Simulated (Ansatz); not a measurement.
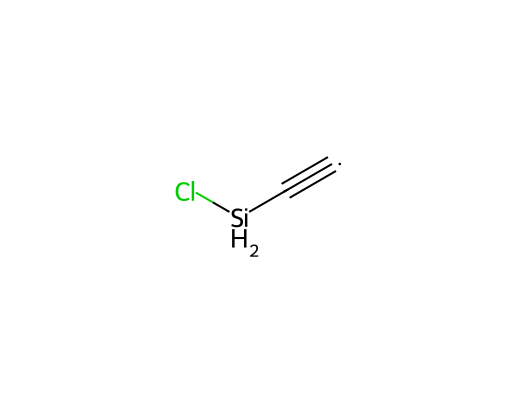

The drawing above gives the connectivity. The species is neutral and a spin doublet. Computed geometry: PBE-D4/def2-SVP optimisation. No frequency run is at hand to confirm it as a minimum.

What does the molecule look like in three dimensions?

It has 6 atoms: 2 carbon, 2 hydrogen, 1 chlorine and 1 silicon (C₂H₂ClSi). Its SMILES string is `[C]#C[SiH2]Cl`. It has no ring. Among its groups: Si–H bond. It is an open-shell species. Coordination, clear cases only: 1 Si tetrahedral.

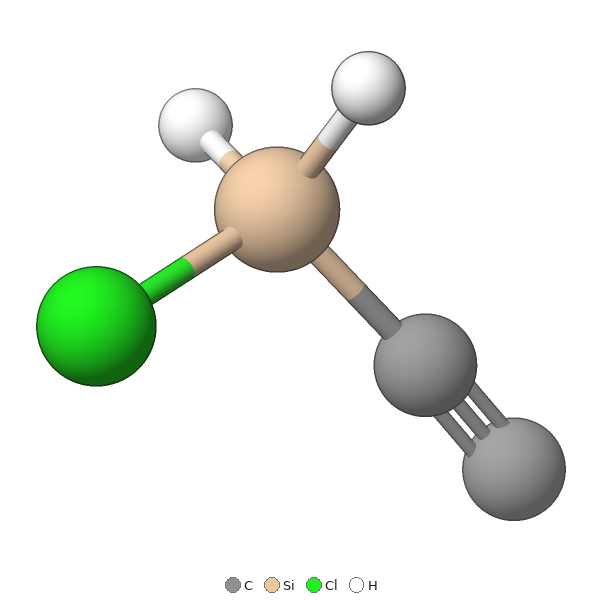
